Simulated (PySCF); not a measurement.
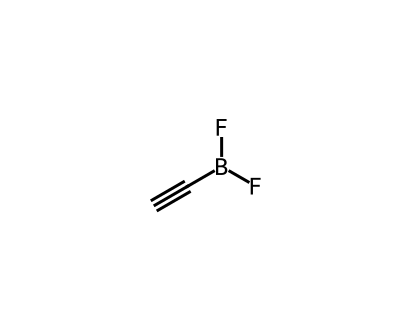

2D structure.

> Write the SMILES.

C#CB(F)F

> What is the molecular formula?

C2HBF2.

> An optimisation with GFN2-xTB gave a structure of which point group?

C2v.

The parts below concern this one geometry. Atoms keep their numbers from picture to picture. The geometry was computed by an optimisation with GFN2-xTB. No frequency run is at hand to confirm it as a minimum.

**Geometry**

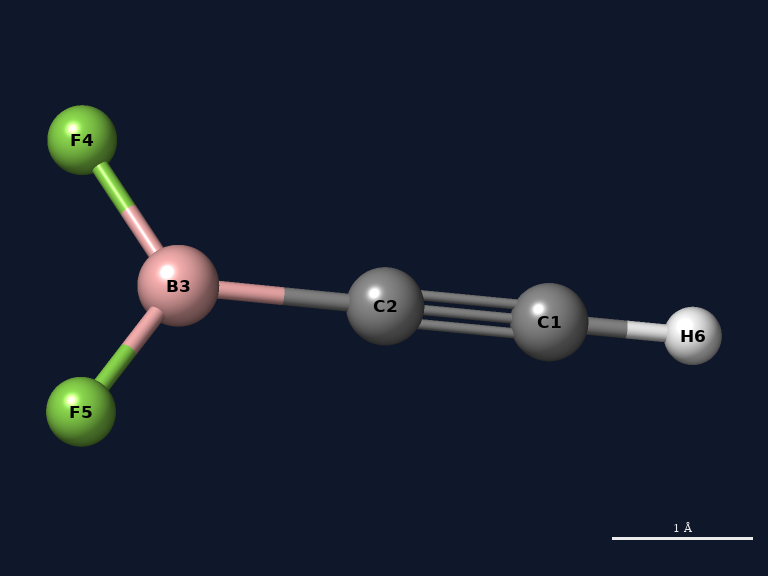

No frequency run is at hand to confirm it as a minimum.

List the bonds and their lengths.

| bond | length (Å) | order |
| --- | --- | --- |
| C1–C2 | 1.203 | triple |
| C1–H6 | 1.052 | single |
| C2–B3 | 1.517 | single |
| B3–F4 | 1.316 | single |
| B3–F5 | 1.316 | single |

**Electronic properties**

No frequency run is at hand to confirm it as a minimum. Properties computed with B3LYP/def2-SVPD, gas phase (PySCF 2.14.0). Excitations: vertical, linear response.

> Estimate the lowest vertical singlet excitation.

5.30 eV.

> What is the dipole moment?

2.18 D.

> Give the HOMO–LUMO gap at this level.

6.93 eV.

> Estimate the mean static polarisability.

35.4 bohr³.

**Core levels**

No frequency run is at hand to confirm it as a minimum. Level of theory: delta-SCF UKS SCAN, pcX-2 on the ionised atom, pcseg-1 elsewhere, spin-free X2C (PySCF 2.14.0).

Give the core-electron binding energies (to vacuum) of C1 1s, C2 1s, B3 1s, F4 1s.

```tsv
atom	level	binding energy (eV)
C1	1s	291.6
C2	1s	291.3
B3	1s	200.2
F4	1s	693.7
```

**Spin–spin coupling**

No frequency run is at hand to confirm it as a minimum. Method: B3LYP/pcJ-1 indirect spin-spin coupling, non-relativistic, gas phase (PySCF 2.14.0). Isotopes: 11B, 13C, 19F, 1H.

Give the spin–spin coupling constants of these pairs, with the number of bonds between them: C1/H6, C1/C2, C2/B3, B3/F5, B3/F4, C1/B3, C2/F4, C2/H6, F4/F5, C1/F5, C1/F4.

| pair | bonds apart | J (Hz) |
| --- | --- | --- |
| C1, H6 | 1 | 261.9 |
| C1, C2 | 1 | 185.5 |
| C2, B3 | 1 | 154.9 |
| B3, F5 | 1 | −98.7 |
| B3, F4 | 1 | −99.0 |
| C1, B3 | 2 | 29.2 |
| C2, F4 | 2 | 56.3 |
| C2, H6 | 2 | 48.6 |
| F4, F5 | 2 | −194.0 |
| C1, F5 | 3 | 14.8 |
| C1, F4 | 3 | 14.5 |

Density functionals are unreliable for couplings to fluorine, so those rows may be far off.

The geometry is semi-empirical. Around B such bond lengths and angles can be off by a tenth of an ångström or more and by several degrees, and values that hang on the shape move with them.
